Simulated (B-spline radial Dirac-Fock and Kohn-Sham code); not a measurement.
Ho³⁺ ([Xe] 4f10), inside a Watson sphere of charge −3 and radius 2 Å that stands in for a crystal. The calculation used Dirac–Fock ΔSCF energies in intermediate coupling of the two holes, Coulomb rates, valence shells as spectators (a radial B-spline solver).

Before looking at the plot, say what to expect. Its caption: The Auger multiplet of an L2 hole with both final holes in M23, broadened by 3.0 eV full width and differentiated. Kinetic energies count from the vacuum level; very weak lines are left out. Lines are named by their largest jj component, which in light atoms can differ from the customary names.

The strongest line is L2-M2M3 J=2 at 5.1715 keV (51 % of the multiplet), followed by L2-M2M2 J=0 at 4.9869 keV (25 %), L2-M2M3 J=1 at 5.1802 keV (23 %), L2-M3M3 J=0 at 5.3411 keV (0.60 %). The lines shown span 4.987 keV to 5.358 keV.

The computed plot:

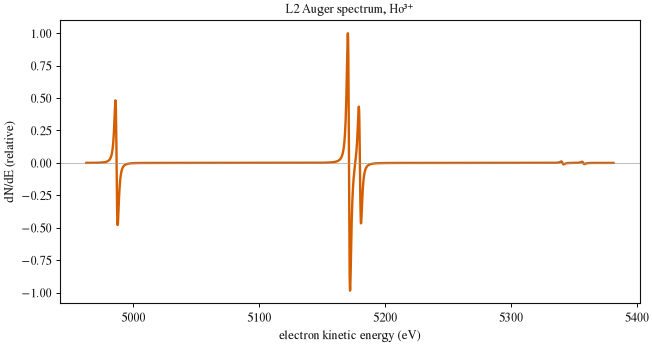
